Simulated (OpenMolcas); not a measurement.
## C2H6AlCl (dimethylaluminum chloride): a line through the functionals

The species is C2H6AlCl (10 atoms), meant as a singlet with charge 0. SMILES: `[CH3][Al]([CH3])[Cl]`. Geometry: relaxed at PBE0-D4/def2-TZVP.

The HOMO–LUMO gap y, in eV, basis cc-pVDZ; a is the functional's share of exact exchange. Programs: OpenMolcas 26.06.

```
functional     program     a  y (eV)
    revPBE  OpenMolcas     0    5.18
      BLYP  OpenMolcas     0    5.11
     B3LYP  OpenMolcas   0.2    6.76
      PBE0  OpenMolcas  0.25       ?
     BHLYP  OpenMolcas   0.5    9.19
```

Question: Fit y = c + s·a to the known rows and predict PBE0.

Answer: 
1. Means of the 4 rows: a = 0.1750, y = 6.560.
2. Σ(Δa)² = 0.1675, Σ(Δa·Δy) = 1.355, so the slope is 1.355/0.1675 = 8.0896.
3. Intercept: 6.560 − (8.0896) × 0.1750 = 5.144. The largest residual of the fit is 0.036.
4. PBE0: 5.144 + (8.0896) × 0.25 = 7.17 eV.

The run gave 7.20 eV, so the prediction is off by -0.03 eV, about the largest residual. Exact exchange lowers occupied levels and raises empty ones. The rows mix families of semi-local functionals, which the line can't see.

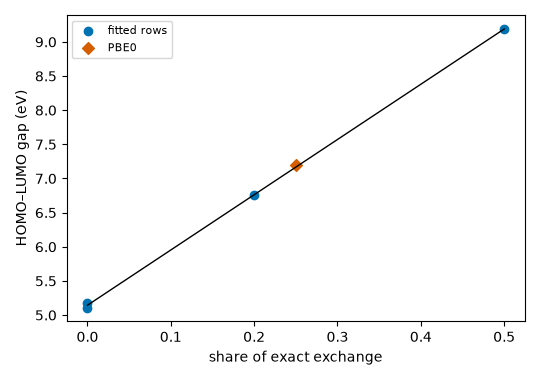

The fitted line, with the withheld row.
